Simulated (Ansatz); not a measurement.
The figure comes from a scan of Au (fcc, Cu type): one Au atom of a 4-atom cell moves by s along Cartesian z, with its periodic images. These are PBE (plane waves to 420 eV, PAW, scalar-relativistic; Ansatz, a quantum-chemistry and plane-wave program) values and carry that method's errors. k mesh 9×9×9 (Γ-centred), Fermi-Dirac smearing 0.05 eV. Energies are smeared free energies. With partly filled bands, energies and forces of such displacements shift with the k mesh and the smearing. Au was relaxed with its symmetry unable to fall. Spin-orbit coupling is left out, though Au is heavy. ΔE is measured from the undisplaced structure.

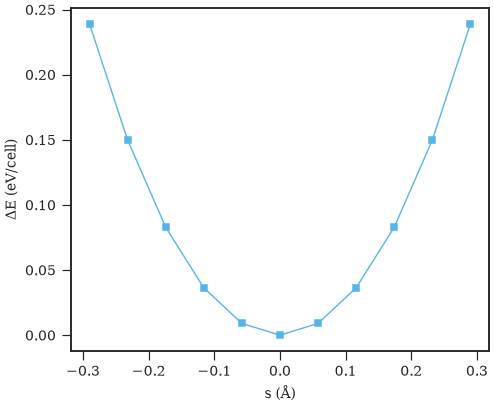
Figure: ΔE (eV/cell) against s (Å); one marker a computed point.

Question: Read the plotted values off the figure, to the accuracy that the plot allows.

Answer: To the nearest 0.005:

| s (Å) | ΔE (eV/cell) |
|---|---|
| -0.290 | 0.240 |
| -0.232 | 0.150 |
| -0.174 | 0.085 |
| -0.116 | 0.035 |
| -0.058 | 0.010 |
| 0.000 | 0.000 |
| 0.058 | 0.010 |
| 0.116 | 0.035 |
| 0.174 | 0.085 |
| 0.232 | 0.150 |
| 0.290 | 0.240 |

(A displaced cell: forces are minus the slopes of the energy, force constants its curvatures, and phonons follow from these.)
